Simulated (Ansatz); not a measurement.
**CH$_{6}$OSi: molecular dynamics (part 4 of 4)**

The same run, continued: CH$_{6}$OSi; RKS PBE0-D4/def2-TZVP (Ansatz 0.2.0). It belongs to a series of runs on one base structure; here: dynamics from the start.

Geometry of the input (Å):
```
Si -0.0157  -0.0224  -0.1139
H  -0.4651  -0.2432  1.2900
H  1.4437  0.2233  -0.1531
O  -0.7304  1.3102  -0.7546
C  -2.1281  1.4313  -0.8756
H  -2.6219  1.3850  0.1023
H  -2.3505  2.3984  -1.3288
H  -2.5461  0.6447  -1.5151
H  -0.3576  -1.2405  -0.9018
```

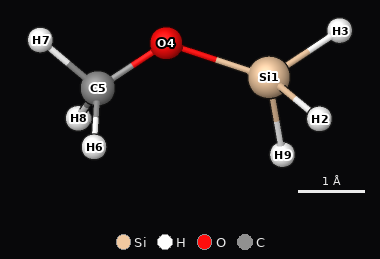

**Figure 1.** The geometry at step 124 of the log (ball-and-stick view, seen on its broad side; atoms are numbered from 1 in the order of the input).

**Trajectory as extended XYZ, continued**
```
9
Properties=species:S:1:pos:R:3:forces:R:3 step=96 time_fs=48.0 energy=-11053.77475 temperature=1001.3
Si    0.0167   -0.0309   -0.1111   -0.7779  -1.6509  -0.5682
H    -0.2320    0.1282    1.3179    0.2711  -0.9022   0.8300
H     1.3902    0.3005   -0.5056    0.5450  -0.6669   0.0864
O    -0.7110    1.2448   -0.6600   -4.2039   3.3920  -2.1053
C    -2.2122    1.4783   -0.9546    3.4647  -0.4654   0.1251
H    -2.7440    1.3332   -0.0224   -0.3480  -0.2880  -0.0401
H    -2.2841    2.5191   -1.2697    0.0492  -0.0692   0.0357
H    -2.4693    0.8152   -1.7965   -0.2040   0.1052   0.5939
H    -0.7659   -1.2144   -0.8685    1.2038   0.5455   1.0424
9
Properties=species:S:1:pos:R:3:forces:R:3 step=99 time_fs=49.5 energy=-11053.52109 temperature=795.1
Si    0.0112   -0.0147   -0.1179    0.1175  -3.6658   0.2043
H    -0.2345    0.1052    1.3312    0.3203  -0.8280   0.5234
H     1.4275    0.2311   -0.4973    0.1034  -0.5744   0.1269
O    -0.7026    1.2310   -0.6497   -4.9797   4.5478  -2.6850
C    -2.2157    1.4648   -0.9539    3.9780   1.9783   0.1793
H    -2.7415    1.3440   -0.0198   -0.4323  -0.3906  -0.0001
H    -2.2513    2.5659   -1.2769   -0.0227  -1.6469   0.5109
H    -2.4433    0.8443   -1.8009   -0.4836  -0.5150  -0.0104
H    -0.8007   -1.2796   -0.8624    1.3991   1.0946   1.1509
9
Properties=species:S:1:pos:R:3:forces:R:3 step=102 time_fs=51.0 energy=-11053.36609 temperature=681.4
Si    0.0056   -0.0008   -0.1248    1.1869  -5.3647   1.2189
H    -0.2301    0.0633    1.3563    0.3612  -0.6637   0.0269
H     1.4684    0.1464   -0.4860   -0.4288  -0.3873   0.1604
O    -0.7007    1.2229   -0.6428   -5.4757   5.4433  -3.0696
C    -2.2121    1.4543   -0.9529    4.0952   3.0361   0.5705
H    -2.7481    1.3467   -0.0175   -0.3248  -0.4257  -0.1749
H    -2.2178    2.5804   -1.2738   -0.1727  -2.1196   0.6396
H    -2.4266    0.8637   -1.8054   -0.6276  -0.8962  -0.4285
H    -0.8065   -1.3238   -0.8310    1.3862   1.3778   1.0566
9
Properties=species:S:1:pos:R:3:forces:R:3 step=105 time_fs=52.5 energy=-11053.48993 temperature=875.8
Si    0.0007    0.0096   -0.1310    2.0117  -6.4827   2.0991
H    -0.2176    0.0053    1.3830    0.3667  -0.4029  -0.4564
H     1.5017    0.0500   -0.4708   -0.8678  -0.1008   0.1494
O    -0.7062    1.2219   -0.6398   -5.4588   5.7295  -3.1100
C    -2.2009    1.4486   -0.9508    3.6685   2.4386   0.5886
H    -2.7619    1.3403   -0.0191   -0.0981  -0.4153  -0.4181
H    -2.1867    2.5506   -1.2570   -0.3216  -1.5149   0.4499
H    -2.4225    0.8652   -1.8182   -0.5296  -0.7145  -0.1351
H    -0.7823   -1.3398   -0.7754    1.2290   1.4630   0.8327
9
Properties=species:S:1:pos:R:3:forces:R:3 step=109 time_fs=54.5 energy=-11053.84288 temperature=1372.8
Si   -0.0037    0.0160   -0.1370    2.4268  -6.4065   2.7745
H    -0.1879   -0.0880    1.4037    0.3053   0.0445  -0.8291
H     1.5180   -0.0864   -0.4449   -1.1053   0.3686   0.0466
O    -0.7254    1.2327   -0.6421   -4.2825   4.7772  -2.4991
C    -2.1750    1.4468   -0.9463    2.3974  -0.7129   0.3298
H    -2.7837    1.3173   -0.0358    0.1983  -0.3389  -0.5256
H    -2.1548    2.4665   -1.2209   -0.4991   1.1948  -0.3483
H    -2.4337    0.8456   -1.8372   -0.1458  -0.0056   0.7621
H    -0.7080   -1.3133   -0.6710    0.7048   1.0787   0.2892
9
Properties=species:S:1:pos:R:3:forces:R:3 step=112 time_fs=56.0 energy=-11053.95361 temperature=1587.9
Si   -0.0049    0.0152   -0.1392    2.4002  -4.8230   2.9918
H    -0.1568   -0.1607    1.3998    0.2157   0.3943  -0.8094
H     1.5032   -0.1845   -0.4233   -0.9440   0.7126  -0.0931
O    -0.7475    1.2489   -0.6481   -2.4491   3.1982  -1.6201
C    -2.1495    1.4446   -0.9421    1.1024  -2.7671   0.1439
H    -2.7963    1.2906   -0.0618    0.3148  -0.2406  -0.3325
H    -2.1425    2.4244   -1.1996   -0.6915   3.1167  -0.9220
H    -2.4471    0.8281   -1.8352    0.1412   0.3622   1.0216
H    -0.6312   -1.2649   -0.5812   -0.0897   0.0468  -0.3802
9
Properties=species:S:1:pos:R:3:forces:R:3 step=115 time_fs=57.5 energy=-11053.93314 temperature=1640.8
Si   -0.0043    0.0107   -0.1391    2.2806  -2.1127   3.0366
H    -0.1202   -0.2269    1.3786    0.1021   0.6992  -0.5184
H     1.4679   -0.2699   -0.4031   -0.4797   0.9807  -0.2795
O    -0.7734    1.2700   -0.6564    0.1255   1.3147  -0.5516
C    -2.1213    1.4378   -0.9375   -0.5752  -1.3754  -0.6083
H    -2.8027    1.2579   -0.0954    0.3126  -0.1219   0.0637
H    -2.1448    2.4434   -1.1963   -0.8806   1.9519  -0.6672
H    -2.4580    0.8176   -1.8118    0.3140   0.3902   0.7079
H    -0.5548   -1.2154   -0.4974   -1.1994  -1.7267  -1.1833
9
Properties=species:S:1:pos:R:3:forces:R:3 step=118 time_fs=59.0 energy=-11053.62484 temperature=1353.3
Si   -0.0019    0.0044   -0.1367    1.7189   0.2414   2.6491
H    -0.0806   -0.2794    1.3459   -0.0227   0.9103  -0.0114
H     1.4218   -0.3360   -0.3887    0.2120   1.1176  -0.5022
O    -0.7997    1.2933   -0.6656    3.2477  -0.4063   0.5421
C    -2.0936    1.4285   -0.9340   -2.9196   1.5808  -1.3958
H    -2.8025    1.2219   -0.1283    0.2484   0.0249   0.5032
H    -2.1659    2.5032   -1.2069   -0.8095  -0.5465  -0.0449
H    -2.4625    0.8147   -1.7733    0.3196   0.1049  -0.0692
H    -0.5024   -1.2017   -0.4371   -1.9948  -3.0272  -1.6711
9
Properties=species:S:1:pos:R:3:forces:R:3 step=121 time_fs=60.5 energy=-11053.24781 temperature=964.8
Si    0.0018   -0.0019   -0.1322    0.3400   0.4114   1.6480
H    -0.0410   -0.3132    1.3128   -0.1451   0.9953   0.5748
H     1.3797   -0.3790   -0.3850    0.9113   1.1117  -0.7302
O    -0.8219    1.3164   -0.6743    6.4410  -1.6422   1.5066
C    -2.0710    1.4218   -0.9329   -5.6245   3.3826  -1.6741
H    -2.7969    1.1860   -0.1510    0.2113   0.1899   0.7888
H    -2.2045    2.5540   -1.2190   -0.5395  -1.9675   0.3270
H    -2.4604    0.8140   -1.7359    0.1943  -0.2970  -0.9491
H    -0.4907   -1.2497   -0.4110   -1.7887  -2.1842  -1.4918
9
Properties=species:S:1:pos:R:3:forces:R:3 step=124 time_fs=62.0 energy=-11053.04998 temperature=762.6
Si    0.0058   -0.0081   -0.1264   -1.1202  -0.7278   0.4870
H    -0.0040   -0.3259    1.2914   -0.2421   0.9684   1.0270
H     1.3564   -0.3985   -0.3969    1.2825   1.0370  -0.8878
O    -0.8356    1.3375   -0.6810    8.7625  -2.3004   2.1530
C    -2.0582    1.4210   -0.9348   -7.7940   3.6185  -1.6922
H    -2.7865    1.1538   -0.1573    0.2295   0.3237   0.7977
H    -2.2552    2.5646   -1.2246   -0.2304  -2.2699   0.4371
H    -2.4540    0.8071   -1.7179    0.1181  -0.4734  -1.3579
H    -0.5167   -1.3435   -0.4163   -1.0059  -0.1761  -0.9639
9
Properties=species:S:1:pos:R:3:forces:R:3 step=128 time_fs=64.0 energy=-11053.22381 temperature=971.5
Si    0.0098   -0.0173   -0.1181   -1.8982  -1.7614  -0.5550
H     0.0375   -0.3108    1.2970   -0.2905   0.8633   1.0570
H     1.3663   -0.3899   -0.4425    0.9107   0.9902  -0.8228
O    -0.8356    1.3612   -0.6855    8.8360  -2.4308   2.2248
C    -2.0629    1.4294   -0.9420   -7.9703   1.6046  -1.4570
H    -2.7647    1.1214   -0.1404    0.2511   0.3804   0.4087
H    -2.3303    2.5062   -1.2183    0.0295  -1.2231   0.2404
H    -2.4408    0.7837   -1.7366    0.2505  -0.0868  -0.7739
H    -0.5832   -1.4712   -0.4542   -0.1188   1.6635  -0.3222
9
Properties=species:S:1:pos:R:3:forces:R:3 step=131 time_fs=65.5 energy=-11053.51024 temperature=1298.6
Si    0.0112   -0.0258   -0.1122   -1.6873  -1.8871  -0.8712
H     0.0617   -0.2774    1.3275   -0.2726   0.7685   0.6053
H     1.3974   -0.3583   -0.4977    0.1819   0.9633  -0.5422
O    -0.8216    1.3752   -0.6854    6.7118  -2.1670   1.7453
C    -2.0832    1.4395   -0.9506   -5.5550  -1.5158  -0.7294
H    -2.7420    1.1063   -0.1165    0.1789   0.3265   0.0039
H    -2.3875    2.4304   -1.2073   -0.1660   0.9305  -0.2508
H    -2.4248    0.7629   -1.7715    0.3208   0.3687   0.0177
H    -0.6385   -1.5302   -0.4925    0.2875   2.2124   0.0214
9
Properties=species:S:1:pos:R:3:forces:R:3 step=134 time_fs=67.0 energy=-11053.66826 temperature=1478.6
Si    0.0113   -0.0358   -0.1070   -1.2307  -1.5770  -0.9493
H     0.0802   -0.2273    1.3708   -0.2359   0.6235  -0.0295
H     1.4325   -0.3061   -0.5647   -0.5445   0.8445  -0.1586
O    -0.7986    1.3864   -0.6829    3.9459  -1.7907   1.1063
C    -2.1134    1.4468   -0.9605   -2.1465  -4.3724   0.1966
H    -2.7156    1.0981   -0.0923    0.0039   0.2126  -0.3013
H    -2.4489    2.3746   -1.2018   -0.5623   3.0788  -0.7433
H    -2.4022    0.7497   -1.8064    0.2301   0.6459   0.6057
H    -0.6881   -1.5425   -0.5305    0.5401   2.3349   0.2734
9
Properties=species:S:1:pos:R:3:forces:R:3 step=137 time_fs=68.5 energy=-11053.88952 temperature=1704.9
Si    0.0105   -0.0469   -0.1025   -0.7948  -0.9160  -0.9566
H     0.0935   -0.1641    1.4135   -0.1961   0.4019  -0.5981
H     1.4563   -0.2360   -0.6349   -1.0415   0.6072   0.2185
O    -0.7702    1.3951   -0.6790    1.5325  -1.4796   0.5550
C    -2.1476    1.4468   -0.9701    0.1802  -3.7780   0.4502
H    -2.6892    1.0944   -0.0743   -0.2492   0.0610  -0.3982
H    -2.5207    2.3799   -1.2109   -0.1188   2.3203  -0.4921
H    -2.3749    0.7499   -1.8290    0.0065   0.6026   0.7673
H    -0.7261   -1.5050   -0.5628    0.6811   2.1805   0.4539
9
Properties=species:S:1:pos:R:3:forces:R:3 step=140 time_fs=70.0 energy=-11054.04076 temperature=1823.1
Si    0.0090   -0.0587   -0.0988   -0.4166   0.1291  -0.9420
H     0.1026   -0.0930    1.4434   -0.1562   0.1193  -0.9549
H     1.4579   -0.1536   -0.6999   -1.2418   0.2841   0.5158
O    -0.7400    1.4017   -0.6743   -0.2405  -1.2861   0.1673
C    -2.1814    1.4403   -0.9789    1.3088  -0.9553   0.4075
H    -2.6685    1.0920   -0.0646   -0.5101  -0.0905  -0.3060
H    -2.5935    2.4321   -1.2299    0.8695  -0.1034   0.1533
H    -2.3478    0.7625   -1.8358   -0.2691   0.2185   0.4337
H    -0.7495   -1.4216   -0.5852    0.6560   1.6843   0.5252
9
Properties=species:S:1:pos:R:3:forces:R:3 step=144 time_fs=72.0 energy=-11053.85413 temperature=1513.0
Si    0.0067   -0.0736   -0.0950    0.2265   2.3082  -0.7250
H     0.1094    0.0026    1.4509   -0.0982  -0.2830  -1.0217
H     1.4199   -0.0382   -0.7673   -1.0519  -0.1909   0.7144
O    -0.7012    1.4077   -0.6679   -1.8082  -1.0948  -0.1520
C    -2.2215    1.4297   -0.9890    2.3845   1.7410   0.8938
H    -2.6588    1.0856   -0.0614   -0.7001  -0.2247  -0.1350
H    -2.6585    2.4928   -1.2486    1.4969  -1.9022   0.5923
H    -2.3220    0.7835   -1.8334   -0.5286  -0.5173  -0.4216
H    -0.7602   -1.2620   -0.5979    0.0791   0.1638   0.2549
9
Properties=species:S:1:pos:R:3:forces:R:3 step=147 time_fs=73.5 energy=-11053.57359 temperature=1121.8
Si    0.0052   -0.0825   -0.0930    0.9290   4.3455  -0.3000
H     0.1118    0.0659    1.4315   -0.0476  -0.5434  -0.7572
H     1.3662    0.0420   -0.7991   -0.5878  -0.5099   0.6746
O    -0.6757    1.4103   -0.6634   -2.6059  -0.9178  -0.3039
C    -2.2460    1.4251   -0.9946    2.9644   2.0834   1.1676
H    -2.6684    1.0758   -0.0630   -0.6534  -0.2430  -0.1448
H    -2.6704    2.4945   -1.2487    1.4353  -1.9719   0.5936
H    -2.3157    0.7880   -1.8396   -0.5459  -0.6886  -0.6134
H    -0.7653   -1.1393   -0.6007   -0.8882  -1.5544  -0.3164
9
Properties=species:S:1:pos:R:3:forces:R:3 step=150 time_fs=75.0 energy=-11053.33397 temperature=792.2
Si    0.0044   -0.0879   -0.0912    1.2114   5.5922  -0.0455
H     0.1131    0.1157    1.3971    0.0095  -0.7195  -0.2522
H     1.3022    0.1088   -0.8159    0.0951  -0.7403   0.4620
O    -0.6544    1.4117   -0.6595   -3.2150  -0.7096  -0.4143
C    -2.2643    1.4241   -0.9980    3.5056   0.7639   1.0825
H    -2.6914    1.0612   -0.0678   -0.4728  -0.1897  -0.2712
H    -2.6521    2.4560   -1.2366    0.9835  -0.9587   0.3447
H    -2.3209    0.7788   -1.8575   -0.4526  -0.3323  -0.1276
H    -0.7889   -1.0528   -0.6100   -1.6646  -2.7061  -0.7784
```
